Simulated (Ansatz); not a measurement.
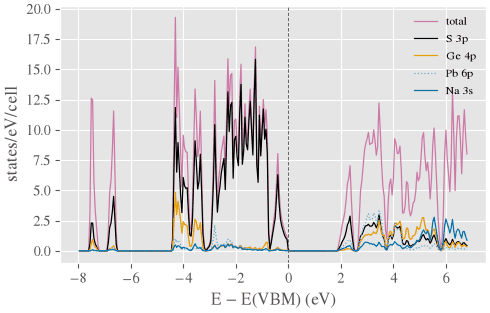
Fig. 1. Total and projected density of states of Na₄Ge₂PbS₆ in space group C2 (No. 5; Pearson symbol mS26), LDA in the plane-wave PAW code Ansatz

Problem. Which orbitals carry the states next to the gap?

Solution. Top 1 eV of the valence band: S 3p 84 %, Pb 6s 6 %. Bottom 1 eV of the conduction band: S 3p 35 %, Ge 4s 20 %, Pb 6p 17 %, S 3s 8 %, Na 3s 7 %, Ge 4p 6 %, outside the projected shells 7 %. Projections are on Löwdin-orthogonalised atomic valence shells; empty p or d shells of many metals are not among them.

Problem. Where is the tallest occupied peak in this window, and what makes it?

Solution. Near -4.3 eV, about 19 states/eV per cell; the largest projected share is S 3p.

The first step of the workflow began from a Materials Project structure, measured or hypothetical; the Crystallography Open Database copy checked does not list it. With Na and Pb taken as one species the cell has the higher symmetry C2/m, so it may be an ordered model of a mixed-site phase. Whether it is the stable phase at ambient conditions was not checked. The cell was relaxed with LDA under the symmetry of its start; whether a distortion lowers the energy is not shown. Scalar-relativistic: spin–orbit coupling is off unless named, which matters more the heavier the elements.

Potentials: the later of the program's two PAW sets.
